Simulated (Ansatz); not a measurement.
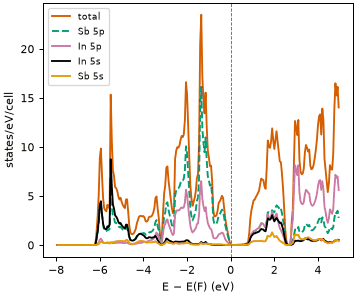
Fig. 1. Total and projected density of states of InSb in space group Pm-3n (No. 223; In on 6c, Sb on 6d), DFT-r²SCAN in the program Ansatz with PAW potentials

Q: Which orbitals carry the states next to the Fermi level?

A: Within 0.5 eV of the Fermi level: Sb 5p 73 %, In 5p 24 %. Projections are on Löwdin-orthogonalised atomic valence shells; empty p or d shells of many metals are not among them.

Q: Where is the tallest occupied peak in this window, and what makes it?

A: Near -1.3 eV, about 23 states/eV per cell; the largest projected share is Sb 5p.

The start of the workflow was typed in or built on a structure type; neither database checked (COD, Materials Project) lists it. It is not the phase usual at ambient conditions (space group No. 216). The r²SCAN relaxation kept the symmetry of its start; whether a distortion lowers the energy is not shown. The volume moved by 32 % from the start of the relaxation. Scalar-relativistic: spin–orbit coupling is off unless named, which matters more the heavier the elements.

Potentials: the earlier of the program's two PAW sets. The files were generated under PBE; for other functionals the program regenerates the frozen cores, and for LDA and PBEsol the local potential too.
